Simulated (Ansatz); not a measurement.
## NaMn6Sn: relaxing a made-up structure

Starting from a made-up structure for NaMn6Sn, the aim is the relaxed cell, its shortest contacts and, where a second run follows, its electronic structure.

Program: Ansatz 0.2.0. Level of theory: DFT, PBEsol, plane-wave PAW, files of the set soft_1, scalar-relativistic, ferromagnetic start, cell and ions relaxed at zero pressure; PAW set soft_1. Results are calculated unless marked as measured.

### Step 1. The starting structure

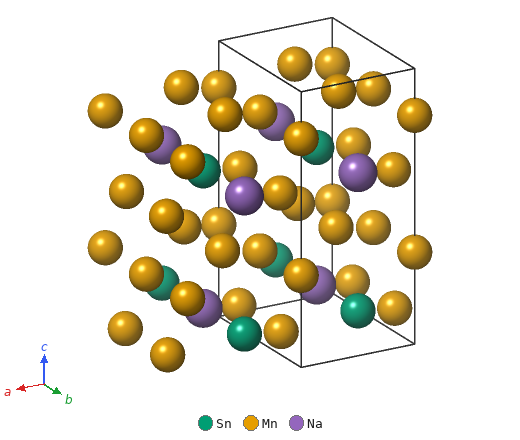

Start, viewed from a free direction; tin teal, manganese orange, sodium purple. 2×1×1 cells are drawn. This picture shows the conventional cell, with its axes. Some periodic images of atoms are drawn too.

### Step 2. Relaxation of the guess

The guess takes its coordinates from another compound and its volume from a rule, so the cell and any free coordinates are relaxed together.

Input file input.yaml:

```yaml
crystal:
  lattice:
    - [4.447, 0.0, 0.0]
    - [0.0, 2.801, 5.0065]
    - [0.0, -2.801, 5.0065]
  atoms:
    - { symbol: Sn, position: [0.5, 0.1632, 0.1632] }
    - { symbol: Mn, position: [0.0, 0.8304, 0.8304], spin: 4.0 }
    - { symbol: Mn, position: [0.0, 0.3339, 0.3339], spin: 4.0 }
    - { symbol: Mn, position: [0.0, 0.3284, 0.8424], spin: 4.0 }
    - { symbol: Mn, position: [0.0, 0.8424, 0.3284], spin: 4.0 }
    - { symbol: Mn, position: [0.5, 0.1506, 0.6826], spin: 4.0 }
    - { symbol: Mn, position: [0.5, 0.6826, 0.1506], spin: 4.0 }
    - { symbol: Na, position: [0.5, 0.6643, 0.6643] }
magnetization:
  spin_polarized: true
kpoints:
  mp_grid: { grid: [6, 6, 6] }
scf:
  occupations: { method: fermi_dirac, width: 0.05 }
hamiltonian:
  xc: pbesol
  pseudopotentials: { kind: paw, azcp: { folder: soft_1 }, xc_functional: pbe }
relax:
  f_tol: 0.015
  max_steps: 70
  cell: {}
output:
  forces: true
  stress: true
```

Run with:

```console
ansatz run input.yaml --threads 4 --pin off --max-ram 10240MiB --backend cpu --events-out ev --progress --plain --runs-dir out
```

Numbers of over 12 decimals in the logs are rounded to 6 here.

Log:

```text
Engine: ansatz 0.2.0, aarch64-unknown-linux-gnu
Pseudopotentials: kind: paw
Pseudopotential: Sn, paw, valence charge 14, recommended cutoff 420 eV (normal), soft_1/Sn.paw.azcp
Pseudopotential: Mn, paw, valence charge 15, recommended cutoff 420 eV (normal), soft_1/Mn.paw.azcp
Pseudopotential: Na, paw, valence charge 9, recommended cutoff 420 eV (normal), soft_1/Na.paw.azcp
Functional definition: PBEsol
  exchange = pbesol_x
  correlation = pbesol_c
Crystal: 8 atoms, lattice volume = 124.722 Å³
Basis set: ecut = 420 eV, 2451 PW (Γ), exchange–correlation on 60×80×80 points (8 copies of the dense FFT grid, shifted against one another)
Bands: 83, of which v1, the nominal top of the filled ones, is band 57 counted from 1 (56 counted from 0)
Symmetry: 4 space group operations
Space group: Amm2 (ITA 38), of the structure as read, at distance tolerance 5.0e-5 Å
Magnetic group: BNS 38.187 (UNI 285), of the structure as read, at distance tolerance 5.0e-5 Å
k-points: 52 of 216 (time reversal used)
Non-local potential: Sn, projectors of the file, l = 0: 2, l = 1: 2, l = 2: 2, l = 3: 1
Non-local potential: Mn, projectors of the file, l = 0: 3, l = 1: 2, l = 2: 3, l = 3: 1
Non-local potential: Na, projectors of the file, l = 0: 3, l = 1: 2, l = 2: 1
PAW form: soft (Blöchl's): semilocal exchange-correlation on the pseudo side does not see the compensation charge
PAW frozen core: Sn, regenerated for the run's functional, and the local potential with it (the file was generated under x = pbe(κ = 0.804, μ = 0.219515), c = pbe(β = 0.066725))
PAW frozen core: Mn, regenerated for the run's functional, and the local potential with it (the file was generated under x = pbe(κ = 0.804, μ = 0.219515), c = pbe(β = 0.066725))
PAW frozen core: Na, regenerated for the run's functional, and the local potential with it (the file was generated under x = pbe(κ = 0.804, μ = 0.219515), c = pbe(β = 0.066725))
PAW one-centre angular grid: Sn, 590 points (default); XC on 64 Gauss nodes
PAW one-centre angular grid: Mn, 590 points (default); XC on 64 Gauss nodes
PAW one-centre angular grid: Na, 110 points (default); XC on 64 Gauss nodes
Initial density: superposition of atomic densities (chi_scale 0.1, normalization cell, long waves kept (reshape's long-wave potential 0.00 eV rms))
Starting moments: Σ|m| = 24 μB on 6 of 8 sites
Initial wavefunctions: pseudopotential atomic-orbital guess
Functional: x = pbesol(κ = 0.804, μ = 0.123457), c = pbesol(β = 0.046)
SCF iter   1: F=—  HF=-30630.726526 eV  |F-HF|=—  |Δ(HF+E_count)|=         —  Δρ=2.62e-2 (↑2.62e-2 ↓2.62e-2)  dr2=4.92e0  dr2_m=3.43e-1  M=21.466 μB ∫|m|=21.884 μB  β_m=0.30  ethr=3.10e-3  ⟨swp⟩=6.0  Hψ=31226  notcnv=0  defer=16
Mixer restart at iter 1: flushing history
preconditioner: auto → Kerker (q_TF=auto, 2.684 Å⁻¹)  [metal: Δε(μ)=0.001 eV  Ē_g=11.639 eV  σ=0.050 eV  W_gap=0.01  n_scr=44 (ndim 8)  ℏωp=26.4 eV  f_vac=0.000  D(μ)=8.87/eV (n_scr^D=90)]
spin=Collinear: Kerker preconditioning applied to the charge; magnetization (m = ρ↑ − ρ↓) channel mixes plain (no charge-response kernel on spin).
SCF iter   2: F=—  HF=-30631.065038 eV  |F-HF|=—  |Δ(HF+E_count)|=   3.39e-1  Δρ=2.24e-2 (↑1.65e-2 ↓2.24e-2)  dr2=3.24e0  dr2_m=1.77e-1  M=21.318 μB ∫|m|=21.776 μB  β_m=0.65  ethr=3.10e-3  ⟨swp⟩=2.0  Hψ=11573  notcnv=0  defer=977
SCF iter   3: F=—  HF=-30632.543253 eV  |F-HF|=—  |Δ(HF+E_count)|=    1.48e0  Δρ=1.37e-2 (↑1.37e-2 ↓1.16e-2)  dr2=5.56e-1  dr2_m=1.40e-1  M=20.498 μB ∫|m|=21.059 μB  β_m=0.69  ethr=2.87e-3  ⟨swp⟩=2.6  Hψ=13620  notcnv=0  defer=977
SCF iter   4: F=—  HF=-30632.354567 eV  |F-HF|=—  |Δ(HF+E_count)|=   1.89e-1  Δρ=7.24e-3 (↑4.47e-3 ↓7.24e-3)  dr2=1.28e-1  dr2_m=2.38e-2  M=20.074 μB ∫|m|=20.662 μB  β_m=0.79  ethr=4.92e-4  ⟨swp⟩=3.0  Hψ=14469  notcnv=0  defer=1007
SCF iter   5: F=—  HF=-30632.421512 eV  |F-HF|=—  |Δ(HF+E_count)|=         —  Δρ=1.43e-2 (↑1.43e-2 ↓5.12e-3)  dr2=9.15e-2  dr2_m=9.93e-2  M=19.538 μB ∫|m|=20.102 μB  β_m=0.79  ethr=1.13e-4  ⟨swp⟩=2.0  Hψ=14499  notcnv=0  defer=1007
Mixer restart at iter 5: flushing history
SCF iter   6: F=—  HF=-30632.442939 eV  |F-HF|=—  |Δ(HF+E_count)|=   2.14e-2  Δρ=5.23e-3 (↑5.23e-3 ↓2.00e-3)  dr2=4.79e-2  dr2_m=6.52e-3  M=19.757 μB ∫|m|=20.308 μB  β_m=0.69  ethr=8.10e-5  ⟨swp⟩=2.0  Hψ=16989  notcnv=0  defer=1016
SCF iter   7: F=—  HF=-30632.426310 eV  |F-HF|=—  |Δ(HF+E_count)|=   1.66e-2  Δρ=4.14e-3 (↑4.14e-3 ↓8.76e-4)  dr2=1.52e-2  dr2_m=5.58e-3  M=19.613 μB ∫|m|=20.166 μB  β_m=0.70  ethr=4.24e-5  ⟨swp⟩=2.0  Hψ=16000  notcnv=0  defer=1030
SCF iter   8: F=—  HF=-30632.424816 eV  |F-HF|=—  |Δ(HF+E_count)|=   1.49e-3  Δρ=1.20e-3 (↑1.20e-3 ↓4.33e-4)  dr2=2.44e-3  dr2_m=2.48e-4  M=19.653 μB ∫|m|=20.203 μB  β_m=0.83  ethr=1.34e-5  ⟨swp⟩=2.0  Hψ=12147  notcnv=0  defer=1030
SCF iter   9: F=—  HF=-30632.424979 eV  |F-HF|=—  |Δ(HF+E_count)|=   1.63e-4  Δρ=6.28e-4 (↑6.28e-4 ↓2.65e-4)  dr2=5.34e-4  dr2_m=1.17e-4  M=19.666 μB ∫|m|=20.216 μB  β_m=0.72  ethr=2.16e-6  ⟨swp⟩=2.1  Hψ=11839  notcnv=0  defer=1030
SCF iter  10: F=—  HF=-30632.424921 eV  |F-HF|=—  |Δ(HF+E_count)|=   5.81e-5  Δρ=2.74e-4 (↑2.74e-4 ↓1.74e-4)  dr2=1.15e-4  dr2_m=3.78e-5  M=19.664 μB ∫|m|=20.214 μB  β_m=0.86  ethr=4.72e-7  ⟨swp⟩=2.0  Hψ=12755  notcnv=0  defer=1030
[...]
relax step   9: F+E_penalty+E_count = -30633.86483218 eV  Δ(F+E_penalty+E_count) = -4.534e-2 eV  max|allowed force component| = 5.684e-1 eV/Å  Δτ_max = 0.1153 Å  P = +2.944 GPa  Ω = 107.053 Å³  energy of the carried Pulay correction = +1.774e-2 eV  (15 SCF iters, dr2 threshold 8.00e-7 eV, accepted)
relax step  10: F+E_penalty+E_count = -30633.96101068 eV  Δ(F+E_penalty+E_count) = -9.618e-2 eV  max|allowed force component| = 3.847e-1 eV/Å  Δτ_max = 0.1679 Å  P = +0.395 GPa  Ω = 108.915 Å³  energy of the carried Pulay correction = +1.575e-2 eV  (14 SCF iters, dr2 threshold 8.00e-7 eV, accepted)
relax step  11: F+E_penalty+E_count = -30634.00077450 eV  Δ(F+E_penalty+E_count) = -3.976e-2 eV  max|allowed force component| = 4.364e-1 eV/Å  Δτ_max = 0.1046 Å  P = -1.249 GPa  Ω = 110.486 Å³  energy of the carried Pulay correction = +1.409e-2 eV  (13 SCF iters, dr2 threshold 8.00e-7 eV, accepted)
relax step  12: F+E_penalty+E_count = -30634.04141672 eV  Δ(F+E_penalty+E_count) = -4.064e-2 eV  max|allowed force component| = 2.151e-1 eV/Å  Δτ_max = 0.0502 Å  P = -0.174 GPa  Ω = 109.386 Å³  energy of the carried Pulay correction = +1.525e-2 eV  (12 SCF iters, dr2 threshold 8.00e-7 eV, accepted)
relax step  13: F+E_penalty+E_count = -30634.05342577 eV  Δ(F+E_penalty+E_count) = -1.201e-2 eV  max|allowed force component| = 1.096e-1 eV/Å  Δτ_max = 0.0532 Å  P = +0.293 GPa  Ω = 109.065 Å³  energy of the carried Pulay correction = +1.559e-2 eV  (12 SCF iters, dr2 threshold 8.00e-7 eV, accepted)
relax step  14: F+E_penalty+E_count = -30634.05307201 eV  Δ(F+E_penalty+E_count) = +3.538e-4 eV  max|allowed force component| = 1.282e-1 eV/Å  Δτ_max = 0.0280 Å  P = -0.098 GPa  Ω = 109.328 Å³  energy of the carried Pulay correction = +1.531e-2 eV  (11 SCF iters, dr2 threshold 7.51e-7 eV, rejected (line search))
relax step  15: F+E_penalty+E_count = -30634.05554402 eV  Δ(F+E_penalty+E_count) = -2.118e-3 eV  max|allowed force component| = 1.673e-2 eV/Å  Δτ_max = 0.0138 Å  P = -0.008 GPa  Ω = 109.296 Å³  energy of the carried Pulay correction = +1.534e-2 eV  (15 SCF iters, accepted)
relax step  16: F+E_penalty+E_count = -30634.05566066 eV  Δ(F+E_penalty+E_count) = -1.166e-4 eV  max|allowed force component| = 4.078e-3 eV/Å  Δτ_max = 0.0037 Å  P = -0.002 GPa  Ω = 109.277 Å³  energy of the carried Pulay correction = +1.536e-2 eV  (11 SCF iters, dr2 threshold 1.75e-8 eV, accepted)
relax step  17: F+E_penalty+E_count = -30634.04154684 eV  Δ(F+E_penalty+E_count) = +1.411e-2 eV  max|allowed force component| = 5.075e-3 eV/Å  Δτ_max = 0.0000 Å  P = -0.027 GPa  Ω = 109.277 Å³  stress off target by 3.56e-2 GPa  SCF on the basis re-selected at this cell (its energy is not comparable with the rows above)  (15 SCF iters)
basis re-selected at this cell: Δ(F+E_penalty+E_count) = +1.411e-2 eV, ΔP = -0.026 GPa vs the last step (what re-selecting the basis moved, of the pressure what is left beyond the Pulay correction that the steps carried, after the strain that the cell walked since its last selection, with what the two solves' SCF thresholds leave and, on support functions, any second-order correction that the steps lacked; it is no m [...]
SCF converged after 15 iterations
Magnetization: 5.4732 μB (59.2366 up, 53.7634 down)
Absolute magnetization: 11.4224 μB (∫|ρ↑−ρ↓|, with the PAW one-centre terms)
Spin contamination: 2.0282 ħ² per cell (⟨S²⟩ above its minimum at these occupations)
Per-site moments (μB) at R_I (Å): [(-0.022504, 1.114046), (3.192581, 1.027764), (1.817148, 0.922941), (-1.282257, 0.922941), (-1.282257, 0.922941), (1.344872, 0.924836), (1.344872, 0.924836), (0.013545, 1.089464)]
Free energy (F): -30634.041547 eV
Harris-Foulkes:  -30634.041547 eV  (|F-HF|=1.82e-11)
Internal energy: -30633.983295 eV  (E = F + TS)
E sigma→0 (E₀):  -30634.012421 eV
Entropy (-TS):   -0.058252 eV (-7.281 meV/atom)
Fermi energy:    15.417328 eV
--- Per-component energies (eV) ---
  E_band       = -1487.699547
  E_kinetic    = 2206.765777
  E_local      = -15130.965894  (includes V_loc(G=0)·N_el)
  E_nonlocal   = 3182.699422
  E_hartree    = 5867.831954
  E_xc         = -816.899755
  E_vxc        = -969.978499  (∫ρ·V_xc dr)
  E_paw        = -12363.144688  (= ΣΔE_a)
  E_vpaw       = -2511.885210  (= ΣTr[D̂ρ^β])
  E_aug_tail   = 0.000901  (compensation charges beyond the density's cutoff)
  E_ewald      = -13581.628449
  E_core_change = 1.357437  (= ΣΔE_core)
  E_smearing   = -0.058252  (= −TS)
  E_closure    = -0.000000  (closes the sum)
  Σ components = -30634.041547   (vs F -30634.041547, Δ=0.00e0)
--- Forces (eV/Å), atoms counted from 1 ---
  atom   1  Sn     0.00000000     0.00000000    -0.00430766
  atom   2  Mn     0.00000000     0.00000000    -0.00115140
  atom   3  Mn     0.00000000     0.00000000    -0.00324672
  atom   4  Mn     0.00000000     0.00224764     0.00507475
  atom   5  Mn    -0.00000000    -0.00224764     0.00507475
  atom   6  Mn     0.00000000    -0.00195899    -0.00022707
  atom   7  Mn     0.00000000     0.00195899    -0.00022707
  atom   8  Na     0.00000000     0.00000000    -0.00099323
  max |Σ_I F_I| component: 3.64e-6 eV/Å
--- Stress (GPa, compression-positive) ---
       -0.029700       0.000000       0.000000
        0.000000      -0.016731       0.000000
        0.000000       0.000000      -0.035635
  P = ⅓ Tr σ = -0.0274 GPa (-0.274 kbar)
--- Relaxed structure (16 steps of the walk, 15 accepted, 1 SCFs on fresh bases) ---
  F+E_penalty+E_count = -30634.04154684 eV   max|allowed force component| = 5.075e-3 eV/Å   (the final SCF, on the basis selected at the relaxed cell)
  cell:  # Å, volume = 109.2767 Å³
    - [4.182874, 0.0, 0.0]
    - [0.0, 2.725439, 4.792767]
    - [0.0, -2.725439, 4.792767]
  atoms:
    - { symbol: Sn, position: [0.5, 0.201657, 0.201657] }
    - { symbol: Mn, position: [0, 0.816113, 0.816113] }
    - { symbol: Mn, position: [0, 0.379919, 0.379919] }
    - { symbol: Mn, position: [0, 0.258520, 0.834159] }
    - { symbol: Mn, position: [0, 0.834159, 0.258520] }
    - { symbol: Mn, position: [0.5, 0.134448, 0.723134] }
    - { symbol: Mn, position: [0.5, 0.723134, 0.134448] }
    - { symbol: Na, position: [0.5, 0.647849, 0.647849] }
```

Elapsed: 22 min, on 4 threads of Arm Neoverse V1, shared host; peak memory 3.1 GiB; 87 min of CPU time.

The steps of the relaxation:

```csv
step,energy less that of the first step (eV),largest force component (eV/Å),pressure (GPa),volume (Å³)
1,0.0000,0.9064,-3.64,124.72
2,-0.5483,0.5106,-3.29,117.72
3,-0.8789,1.0444,5.04,104.28
4,-1.1796,0.3051,-0.94,108.87
5,-1.2043,0.3970,1.77,106.52
6,-1.2259,0.1216,-0.41,107.84
7,-1.2410,0.1454,-0.20,107.09
8,-1.3946,0.4807,6.06,104.22
9,-1.4399,0.5684,2.94,107.05
10,-1.5361,0.3847,0.39,108.92
11,-1.5759,0.4364,-1.25,110.49
12,-1.6165,0.2151,-0.17,109.39
13,-1.6285,0.1096,0.29,109.06
14,-1.6282,0.1282,-0.10,109.33
15,-1.6306,0.0167,-0.01,109.30
16,-1.6308,0.0041,0.00,109.28
17*,-1.6167,0.0051,-0.03,109.28
```

Relaxation steps marked * repeat the geometry before them on a plane-wave basis chosen anew for their cell, so energy and pressure can jump there. Relaxation step 14 was tried and not accepted.

Forces are held to the 4 operations that the run works with; a distortion that breaks them can't arise in this run.

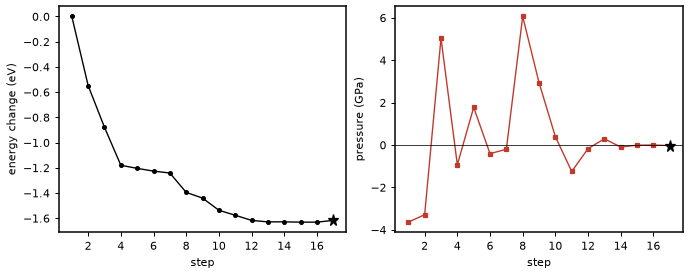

Energy and pressure along the relaxation. Stars mark steps on a basis chosen anew.

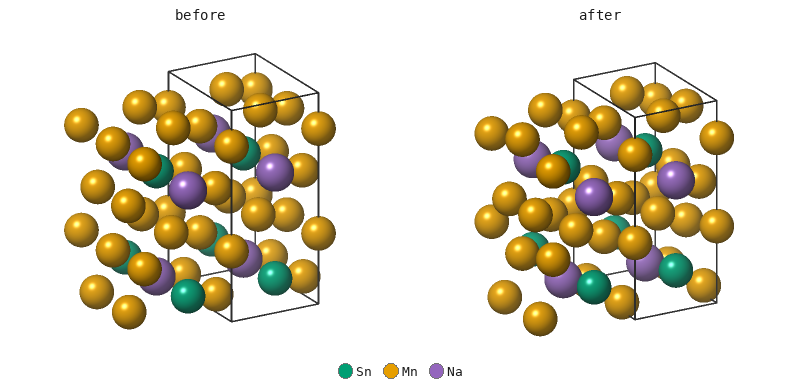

The structure before and after the relaxation, drawn at the same scale.

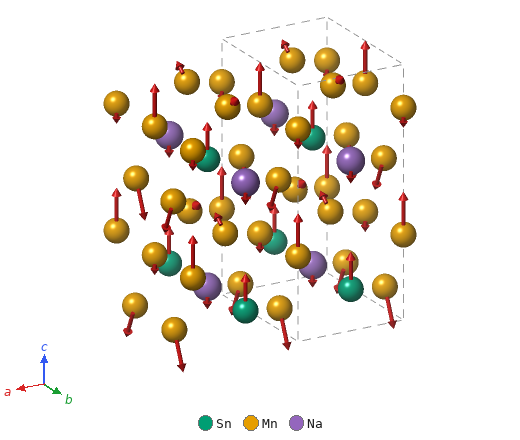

Displacements in the relaxation, exaggerated, measured against the changing cell; the longest in the cell stands for 0.44 Å. 2×1×1 conventional cells are drawn. Some periodic images of atoms are drawn too.

```csv
"conventional cell, symmetrised",before,after,change
a (Å),4.447,4.183,-5.9 %
b (Å),5.602,5.451,-2.7 %
c (Å),10.013,9.586,-4.3 %
volume (Å³/atom),15.59,13.66,-12.4 %
```

The atoms that moved most (Å, as changes of fractional coordinates times the final cell):

```csv
atom,dx,dy,dz,length
Mn3,0.000,0.000,0.441,0.441
Mn4,0.000,-0.168,-0.374,0.410
Mn5,0.000,0.168,-0.374,0.410
Sn1,0.000,0.000,0.369,0.369
Mn6,0.000,-0.154,0.117,0.194
Mn7,0.000,0.154,0.117,0.194
Na8,0.000,0.000,-0.158,0.158
Mn2,0.000,0.000,-0.137,0.137
```

The relaxed structure:

```xyz
8
Lattice="4.1829 0.0000 0.0000 0.0000 2.7254 4.7928 0.0000 -2.7254 4.7928" Properties=species:S:1:pos:R:3 pbc="T T T"
Sn    2.0914    0.0000    1.9330
Mn    0.0000    0.0000    7.8229
Mn    0.0000    0.0000    3.6417
Mn    0.0000   -1.5689    5.2370
Mn    0.0000    1.5689    5.2370
Mn    2.0914   -1.6044    4.1102
Mn    2.0914    1.6044    4.1102
Na    2.0914    0.0000    6.2100
```

Numbers from this step:

| Item | Value |
| --- | --- |
| free energy | -30634.0415 eV |
| energy at zero smearing | -30634.0124 eV |
| smearing term TS | 0.05825 eV |
| Fermi energy | 15.42 eV |
| magnetization | 5.473 μB |
| absolute magnetization | 11.42 μB |
| site moments | -0.02250, 3.193, 1.817, -1.282, -1.282, 1.345, 1.345, 0.01355 μB |
| electrons | 113 |
| symmetry operations | 4 |
| pressure | -0.02736 GPa |

Site moment by atom:

```csv
atom,site moment (μB)
Sn1,-0.02
Mn2,3.19
Mn3,1.82
Mn4,-1.28
Mn5,-1.28
Mn6,1.34
Mn7,1.34
Na8,0.01
```

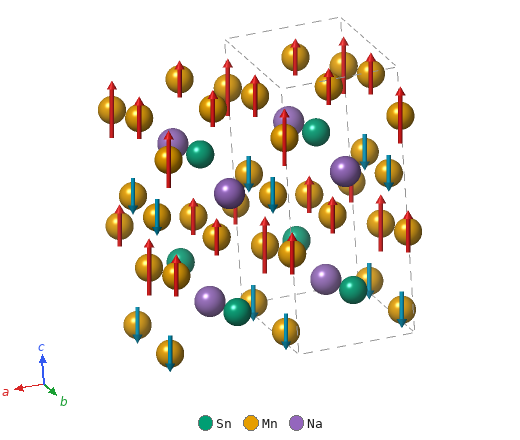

Site moment as arrows, the longest 3.19 μB. Up and down stand for the sign. Arrows give size and sign along the axis of quantisation, drawn up and down the page. Each arrow also spans its atom, so small moments look longer than they are. The two directions have two colours. 2×1×1 conventional cells are drawn. Some periodic images of atoms are drawn too.

Shortest distances by pair of elements, guess and relaxed (not always the same contact):

```csv
pair,guess (Å),relaxed (Å)
Mn–Mn,2.622,2.237
Mn–Na,2.764,2.641
Mn–Sn,2.721,2.701
Na–Sn,2.801,2.774
Sn–Sn,4.447,4.183
```

The relaxation ends with a largest force component of 0.0051 eV/Å and a pressure of -0.03 GPa.

### Step 3. Outcome

```
space group, relaxed : Amm2
conventional cell    : a = 4.183, b = 5.451, c = 9.586 Å; α = 90.0°, β = 90.0°, γ = 90.0°
volume per atom      : 13.66 Å³ (guess 15.59)
total moment         : 5.47 μB in the cell of 8 atoms
```

In words: NaMn6Sn relaxes to Amm2 with a = 4.183, b = 5.451 and c = 9.586 Å. The guessed volume was 14 % too large. The space group Amm2 was held in the relaxation, so the end point is a stationary structure within it and may be a saddle against distortions or other arrangements. The input starts from parallel moments, and no other start was typed; the run left that order, and the end state is ferrimagnetic. Mesh and cutoff weren't tested. No dispersion term is used, so weakly bound directions may come out too long. Nothing here tests whether the compound is stable against decomposition.

[Logs are printed without paths, hosts, clocks, repeated set-up lines and the standing remarks that a program may print on its own settings, such as how far it seeks lower states.]

[Hosts, paths, dates, database ids (printed as entryN), source tags and the programs' standing remarks are cut or masked in the printed files.]
